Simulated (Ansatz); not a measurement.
# CH₅GeS (doublet): what the fields show

Input

```
crystal:
  periodic: [false, false, false]
  atoms:
    - {symbol: C, position_ang: [-0.733304, 0.635152, -0.565766]}
    - {symbol: Ge, position_ang: [0.934594, -0.393299, -0.399911]}
    - {symbol: S, position_ang: [1.033815, -1.391604, 1.591237]}
    - {symbol: H, position_ang: [-0.786310, 1.357766, 0.250973]}
    - {symbol: H, position_ang: [-1.594803, -0.030382, -0.514954]}
    - {symbol: H, position_ang: [-0.745848, 1.162722, -1.520364]}
    - {symbol: H, position_ang: [2.173112, 0.541243, -0.392227]}
    - {symbol: H, position_ang: [-0.189056, -1.938697, 1.495014]}
basis:
  gaussian: {orbitals: def2-TZVPP}
magnetization: {spin_polarized: true, initial_magnetization: 1}
hamiltonian: {xc: pbe0, dispersion: d4}
output: {orbitals: {seedname: orbitals}}
```

Launched as:

```sh
ansatz run in.yaml --threads 4 --pin off --events-out ev --progress --plain --max-ram 10444MiB
```

Geometry: PBE0-D4/def2-TZVP.

All numbers below come from Ansatz 0.2.0, UKS PBE0-D4/def2-TZVPP.

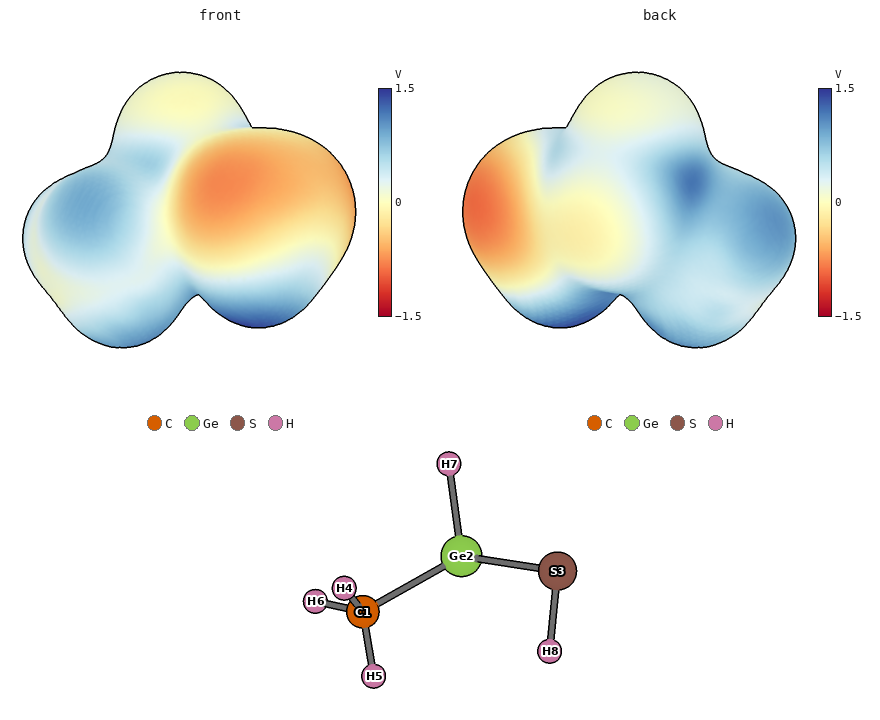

Figure 1. The molecular electrostatic potential painted on the density surface at 0.002 e/bohr³, seen from the front and from behind; the colour scale runs from red (negative) to blue (positive). The bare structure is drawn below in the same view.

### Where is the surface potential most negative and most positive?

The most negative region (about −0.9 V, or −21 kcal/mol for a unit charge) lies over S3, the most positive (about +1.4 V, or +32 kcal/mol for a unit charge) over H8.

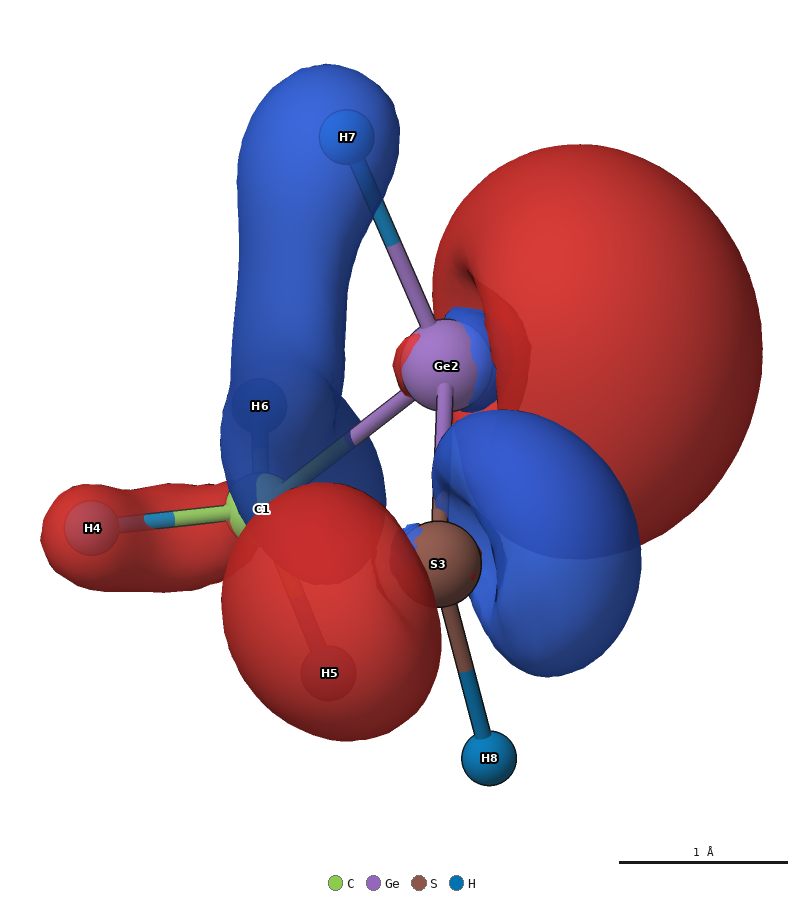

Figure 2. The HOMO (α) at ±0.15 Å⁻³ᐟ² (red and blue are the two phases), seen at an oblique angle.

### Describe this orbital and give its energy.

By Hirshfeld shares it lies mainly on Ge2 (about 55 %), S3 (about 25 %) and C1 (about 10 %). Its energy is −5.76 eV.

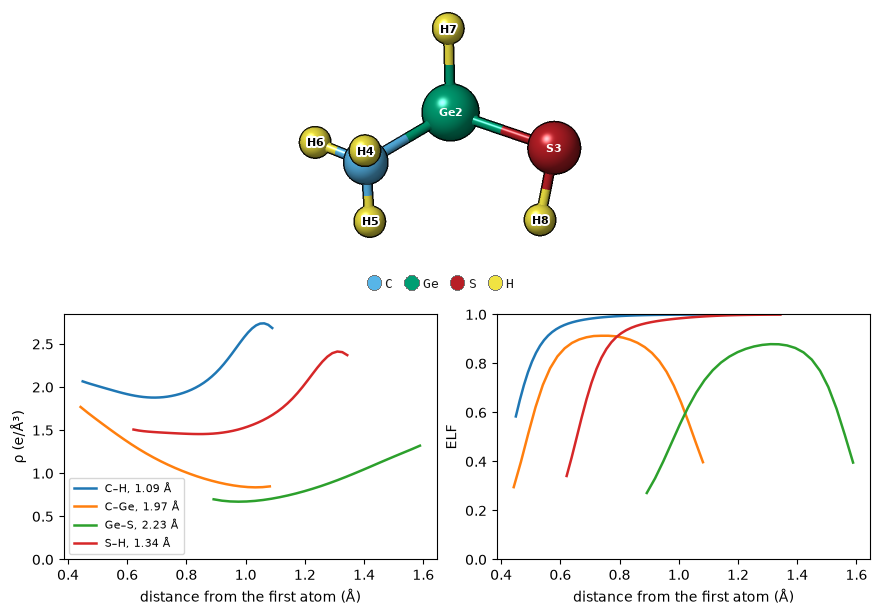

Figure 3. Total electron density and ELF along straight lines between neighbouring atoms. The curves leave out the atomic cores. The structure is drawn too.

### Compare the contacts.

C–H (1.09 Å): the density is about 2 e/Å³ at the midpoint; the ELF climbs to about 1 towards the hydrogen, as it does in any bond to H: an ordinary covalent bond to hydrogen.
C–Ge (1.97 Å): ρ is about 0.85 e/Å³ halfway; the ELF peaks at about 0.90 in the valence shell of C, 0.7 Å from its nucleus, and is about 0.70 at the midpoint.
Ge–S (2.23 Å): the density is about 0.72 e/Å³ at the midpoint; the ELF peaks at about 0.90 in the valence shell of S, 0.9 Å from its nucleus, and is about 0.75 at the midpoint.
S–H (1.34 Å): ρ at the midpoint is about 1.5 e/Å³; the ELF climbs to about 1 towards the hydrogen.

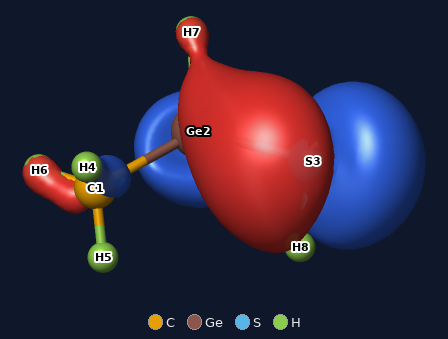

Figure 4. The HOMO−1 (α) at ±0.1 Å⁻³ᐟ² (red and blue are the two phases), seen at a tilt.

### What is the character of this orbital?

It lies mainly on S3 (about 75 %) and Ge2 (about 20 %). Its energy is −7.87 eV.
